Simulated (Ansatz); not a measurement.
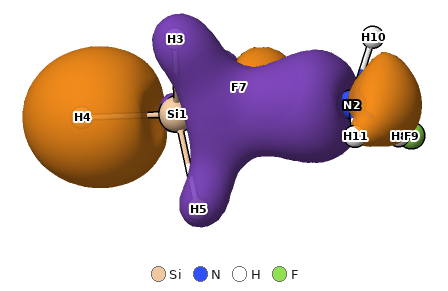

Figure 1: FH3Si···NH3···HF. The HOMO−1 at ±0.15 Å⁻³ᐟ² (orange and purple are the two phases), seen from one side.

The product side of a reaction path; geometry: PBE0-D4/def2-TZVP.

Theory: Ansatz 0.2.0, RKS PBE0-D4/def2-TZVPP.

```xyz
11

Si   -0.8072    0.9543   -0.8381
N     0.5990   -1.2044   -0.1738
H    -1.5403   -0.1841   -1.4282
H    -1.6123    2.1767   -1.1206
H     0.5451    1.1956   -1.3801
H     0.2898    0.4915    1.9499
F    -0.8429    0.9587    0.7927
H     1.2367   -1.0293    0.5965
F     0.9871    0.1349    2.4607
H     0.0011   -1.9727    0.1078
H     1.1437   -1.5214   -0.9668
```

**What is the character of this orbital?**

Its weight (Hirshfeld) is mainly on Si1 (about 30 %), H4 (about 25 %), N2 (about 20 %) and F7 (about 15 %). Its energy is −9.58 eV.
